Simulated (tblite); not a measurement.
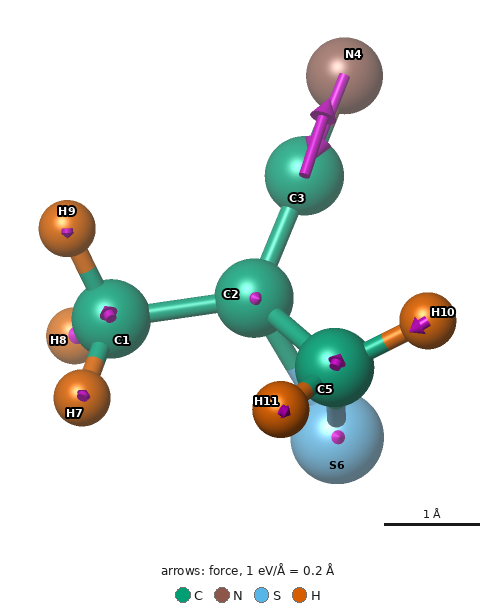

Starting geometry of C$_{4}$H$_{5}$NS (charge +1, multiplicity 2) with the computed forces as purple arrows. A ball-and-stick model, seen at a tilt.

The calculation used tblite 0.8.0, GFN2-xTB geometry optimisation, gas phase. 

### Is this structure relaxed? If not, where do the atoms go?

It isn't relaxed: the largest force vector, on N4, is 5.18 eV/Å. The final displacements have little in common with the starting forces (cosine between the two patterns 0.16). H8 moves most after the best rigid fit: 0.33 Å. Largest moves by element: H 0.33 Å, N 0.24 Å, C 0.17 Å, S 0.15 Å. Some distances before and after: C3–N4 1.185 → 1.139 Å, C1–H8 1.121 → 1.089 Å, C5–S6 1.810 → 1.788 Å, C2–C5 1.516 → 1.496 Å. Among the angles between lasting bonds that change: C1–C2–S6 111.1° → 118.3°, S6–C5–H11 122.0° → 115.5°, C1–C2–C3 119.6° → 113.2°. The energy falls by 0.334 eV in 58 geometry steps.
